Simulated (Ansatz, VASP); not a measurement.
# Cross-check of PtSe2 (1T-PtSe2 monolayer) between VASP and Ansatz

Aim: how closely do two programs agree when they are given the same cell, functional and k mesh? Valence electrons are named where the data sets of a main pair hold unlike numbers.

Calculated with Ansatz 0.2.0; plane waves, with VASP 6.6.1 beside it; band structure at PBE with D3(BJ), spin-orbit coupling.

## Step 1: Set-up

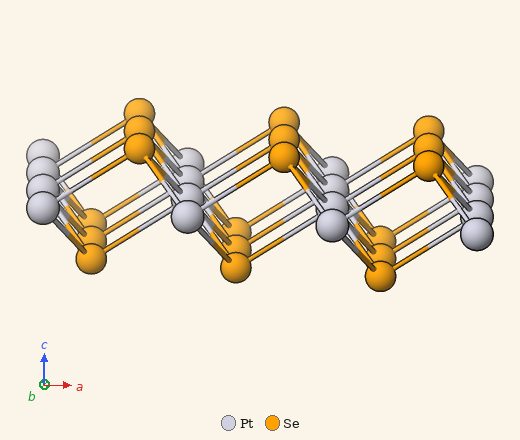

The cell as given, nearly edge on (platinum light grey, selenium orange). 3×3×1 cells are drawn. Some periodic images of atoms are drawn too.

The cell holds 3 atoms: 1 Pt and 2 Se. Cell: a = 3.703 Å, b = 3.703 Å, c = 22.000 Å, α = 90.0°, β = 90.0°, γ = 120.0°. Vacuum lies along c.

## Step 2: VASP: band structure, PBE with D3(BJ), spin-orbit coupling

The same path points are solved in both programs, so levels can be compared one by one.

Lines of VASP's logs that name or quote its potential files are left out, and so is its time.

Input file INCAR:

```
SYSTEM = PtSe2
PREC = Normal
ENCUT = 350
EDIFF = 1E-06
NELM = 120
ISMEAR = 0
SIGMA = 0.03
LREAL = .FALSE.
ALGO = Fast
GGA = PE
IVDW = 12
LNONCOLLINEAR = .TRUE.
MAGMOM = 0 0 0 0 0 0 0 0 0
NBANDS = 34
GGA_COMPAT = .FALSE.
LASPH = .TRUE.
LSORBIT = .TRUE.
LMAXMIX = 4
LWAVE = .FALSE.
LCHARG = .FALSE.
KPAR = 4
IDIPOL = 3
LDIPOL = .TRUE.
DIPOL = 0.5 0.5 0.5
```

Input file POSCAR:

```
PtSe2
1.0
    3.7028369179      0.0000000000      0.0000000000
   -1.8514184590      3.2067508370      0.0000000000
    0.0000000000      0.0000000000     22.0000000000
Pt Se
1 2
Direct
    0.0000000000      0.0000000000      0.5000000000
    0.3333333333      0.6666666667      0.4396979050
    0.6666666667      0.3333333333      0.5603020950
```

Input file KPOINTS:

```
Automatic mesh
0
Gamma
9 9 1
0 0 0
```

Input file KPOINTS_OPT:

```
Line mode
14
Line-mode
Reciprocal
  0.00000000   0.00000000   0.00000000 GAMMA
  0.50000000   0.00000000   0.00000000 M

  0.50000000   0.00000000   0.00000000 M
  0.33333333   0.33333333   0.00000000 K

  0.33333333   0.33333333   0.00000000 K
  0.00000000   0.00000000   0.00000000 GAMMA
```

Potentials, in the order of the species: Pt and Se (PBE family, release 64).

On the command line:

```console
$ mpirun -np 4 vasp_ncl
```

Numbers of over 12 decimals in the logs are rounded to 6 here.

What it wrote:

```text
[banner, memory and clock lines left out]
running    4 mpi-ranks, on    1 nodes
 distrk:  each k-point on    1 cores,    4 groups
 distr:  one band on    1 cores,    1 groups

 POSCAR found type information on POSCAR PtSe
 POSCAR found :  2 types and       3 ions
 LDA part: xc-table for (Slater+PW92), standard interpolation
 POSCAR, INCAR and KPOINTS ok, starting setup
 FFT: planning ... GRIDC
 FFT: planning ... GRID_SOFT
 FFT: planning ... GRID
 WAVECAR not read
 entering main loop
       N       E                     dE             d eps       ncg     rms          rms(c)
DAV:   1     0.149430969572E+03    0.14943E+03   -0.59487E+03   832   0.697E+02
DAV:   2     0.277817617366E+01   -0.14665E+03   -0.13728E+03  1172   0.161E+02
DAV:   3    -0.151761441304E+02   -0.17954E+02   -0.17703E+02  1030   0.648E+01
DAV:   4    -0.155672329455E+02   -0.39109E+00   -0.38977E+00  1004   0.107E+01
DAV:   5    -0.155749178641E+02   -0.76849E-02   -0.76810E-02  1024   0.145E+00    0.140E+01
RMM:   6    -0.148867027511E+02    0.68822E+00   -0.44731E+00   893   0.119E+01    0.789E+00
RMM:   7    -0.147185793563E+02    0.16812E+00   -0.60607E-01   833   0.493E+00    0.419E+00
RMM:   8    -0.146909444544E+02    0.27635E-01   -0.35965E-02   965   0.129E+00    0.138E+00
RMM:   9    -0.146835829417E+02    0.73615E-02   -0.22980E-02   998   0.964E-01    0.220E-01
RMM:  10    -0.146839399202E+02   -0.35698E-03   -0.37141E-03  1038   0.320E-01    0.132E-01
RMM:  11    -0.146839445121E+02   -0.45919E-05   -0.43659E-04  1014   0.140E-01    0.437E-02
RMM:  12    -0.146839491837E+02   -0.46716E-05   -0.13805E-04  1051   0.703E-02    0.204E-02
RMM:  13    -0.146839550274E+02   -0.58437E-05   -0.47871E-05  1074   0.387E-02    0.843E-03
RMM:  14    -0.146839824345E+02   -0.27407E-04   -0.23154E-05   996   0.237E-02    0.520E-03
RMM:  15    -0.146840028825E+02   -0.20448E-04   -0.53889E-06   992   0.122E-02    0.277E-03
RMM:  16    -0.146840382028E+02   -0.35320E-04   -0.34405E-06   881   0.787E-03    0.191E-03
RMM:  17    -0.146840718671E+02   -0.33664E-04   -0.41505E-06   891   0.647E-03    0.127E-03
RMM:  18    -0.146840894151E+02   -0.17548E-04   -0.11259E-06   817   0.398E-03    0.113E-03
RMM:  19    -0.146840984046E+02   -0.89895E-05   -0.42702E-07   762   0.259E-03    0.428E-04
RMM:  20    -0.146841014293E+02   -0.30246E-05   -0.11265E-07   570   0.142E-03    0.461E-04
RMM:  21    -0.146841039297E+02   -0.25004E-05   -0.85569E-08   526   0.116E-03    0.127E-04
RMM:  22    -0.146841046915E+02   -0.76185E-06   -0.44729E-08   465   0.985E-04
   1 F= -.15582307E+02 E0= -.15582307E+02  d E =-.358286E-17  mag=    -0.0000     0.0000    -0.0000
 Start KPOINTS_OPT (optional k-point list driver)
k-point batch [1-12\42]
       N       E                     dE             ncg
DAV:   1    -0.115358236099E+03   -0.24358E+04      824
DAV:   2    -0.180192770740E+04   -0.16866E+04     1146
DAV:   3    -0.203600836873E+04   -0.23408E+03     1026
DAV:   4    -0.204183902493E+04   -0.58307E+01     1012
DAV:   5    -0.204194804161E+04   -0.10902E+00     1046
DAV:   6    -0.204195186598E+04   -0.38244E-02     1140
DAV:   7    -0.204195194736E+04   -0.81376E-04     1124
DAV:   8    -0.204195195054E+04   -0.31756E-05      988
DAV:   9    -0.204195195072E+04   -0.18589E-06      740
[...]
k-point batch [37-42\42]
       N       E                     dE             ncg
DAV:   1     0.261153122934E+04   -0.40351E+03      424
DAV:   2     0.180748193917E+04   -0.80405E+03      554
DAV:   3     0.169176513748E+04   -0.11572E+03      522
DAV:   4     0.168898695984E+04   -0.27782E+01      520
DAV:   5     0.168892467918E+04   -0.62281E-01      550
DAV:   6     0.168892251861E+04   -0.21606E-02      600
DAV:   7     0.168892248741E+04   -0.31198E-04      572
DAV:   8     0.168892248573E+04   -0.16834E-05      530
DAV:   9     0.168892248565E+04   -0.79689E-07      396
```

Parts of OUTCAR (step 2):

```text
ion  position               nearest neighbor table
   1  0.000  0.000  0.500-   2 2.52   3 2.52   3 2.52   2 2.52   3 2.52   2 2.52
   2  0.333  0.667  0.440-   1 2.52   1 2.52   1 2.52
   3  0.667  0.333  0.560-   1 2.52   1 2.52   1 2.52

  LATTYP: Found a hexagonal cell.
 ALAT       =     3.7028369179
 C/A-ratio  =     5.9413904765

 Subroutine GETGRP returns: Found 12 space group operations
 (whereof 12 operations were pure point group operations)

The static configuration has the point symmetry D_3d.

 Found     12 irreducible k-points:

   k-points           NKPTS =     12   k-points in BZ     NKDIM =     12   number of bands    NBANDS=     34

   dimension x,y,z NGX =    18 NGY =   18 NGZ =  108
   dimension x,y,z NGXF=    36 NGYF=   36 NGZF=  216

   ENCUT  =  350.0 eV  25.72 Ry    5.07 a.u.   5.65  5.65 33.56*2*pi/ulx,y,z

   NELECT =      22.0000    total number of electrons

 k-points in reciprocal lattice and weights: Automatic mesh
   0.00000000  0.00000000  0.00000000       0.012
   0.11111111 -0.00000000  0.00000000       0.074
   0.22222222  0.00000000  0.00000000       0.074
   0.33333333 -0.00000000  0.00000000       0.074
   0.44444444  0.00000000  0.00000000       0.074
   0.11111111  0.11111111  0.00000000       0.074
   0.22222222  0.11111111  0.00000000       0.148
   0.33333333  0.11111111  0.00000000       0.148
   0.44444444  0.11111111  0.00000000       0.074
   0.22222222  0.22222222  0.00000000       0.074
   0.33333333  0.22222222  0.00000000       0.148
   0.33333333  0.33333333  0.00000000       0.025

 dipolmoment           0.000000      0.000000     -0.000000 electrons x Angstroem

 average (electrostatic) potential at core
       1 -77.2797       2 -61.1555       3 -61.1555

 E-fermi :  -2.6855

 k-point     1 :       0.0000    0.0000    0.0000
  band No.  band energies     occupation
    ...
     18      -3.8576      1.00000
     19      -3.2160      1.00000
     20      -3.2160      1.00000
     21      -2.8544      1.00000
     22      -2.8544      1.00000
     23      -0.1271      0.00000
     24      -0.1271      0.00000
     25      -0.0877      0.00000
     26      -0.0877      0.00000
     27       1.4367      0.00000
    ...

 k-point     2 :       0.1111   -0.0000    0.0000
  band No.  band energies     occupation
    ...
     18      -3.6497      1.00000
     19      -3.2248      1.00000
     20      -3.2248      1.00000
     21      -2.9214      1.00000
     22      -2.9214      1.00000
     23      -0.8956      0.00000
     24      -0.8956      0.00000
     25      -0.2919      0.00000
     26      -0.2919      0.00000
     27       1.8619      0.00000
    ...

 k-point     3 :       0.2222    0.0000    0.0000
  band No.  band energies     occupation
    ...
     18      -3.7152      1.00000
     19      -3.3386      1.00000
     20      -3.3386      1.00000
     21      -3.1023      1.00000
     22      -3.1023      1.00000
     23      -1.6959      0.00000
     24      -1.6959      0.00000
     25      -0.5093      0.00000
     26      -0.5093      0.00000
     27       2.5447      0.00000
    ...

 Edisp (eV)   -0.89820

  Total       0.06012     0.06012     0.00041    -0.00000     0.00000     0.00000
  in kB       0.36870     0.36870     0.00250    -0.00000     0.00000     0.00000
  external pressure =        0.25 kB  Pullay stress =        0.00 kB

  energy-cutoff  :      350.00
  volume of cell :      261.23
      direct lattice vectors                 reciprocal lattice vectors
     3.702836918  0.000000000  0.000000000     0.270063203  0.155921063  0.000000000
    -1.851418459  3.206750837  0.000000000     0.000000000  0.311842126  0.000000000
     0.000000000  0.000000000 22.000000000     0.000000000  0.000000000  0.045454545

 POSITION                                       TOTAL-FORCE (eV/Angst)
 -----------------------------------------------------------------------------------
      0.00000      0.00000     11.00000        -0.000000      0.000000      0.000000
     -0.00000      2.13783      9.67335        -0.000000     -0.000000     -0.034170
      1.85142      1.06892     12.32665         0.000000      0.000000      0.034170
 -----------------------------------------------------------------------------------
    total drift:                               -0.000000      0.000000     -0.000000

  FREE ENERGIE OF THE ION-ELECTRON SYSTEM (eV)
  ---------------------------------------------------
  free  energy   TOTEN  =       -15.5823068304 eV

  energy  without entropy=      -15.5823068304  energy(sigma->0) =      -15.58230683

 vacuum level on the upper side and lower side of the slab         2.498         2.498

 Spin-Orbit-Coupling matrix elements
 Ion:    1  E_soc:     -0.7393759
 Ion:    2  E_soc:     -0.0292441
 Ion:    3  E_soc:     -0.0292441

[... 3 further parts left out ...]
```

(Continued in part 2 of 2.)

[Lines on the potential files, build, host, timing and source positions are cut from VASP's logs without a mark.]

[Logs are printed without paths, hosts, clocks, repeated set-up lines and the standing remarks that a program may print on its own settings, such as how far it seeks lower states.]

[Hosts, paths, dates, database ids (printed as entryN), source tags and the programs' standing remarks are cut or masked in the printed files.]
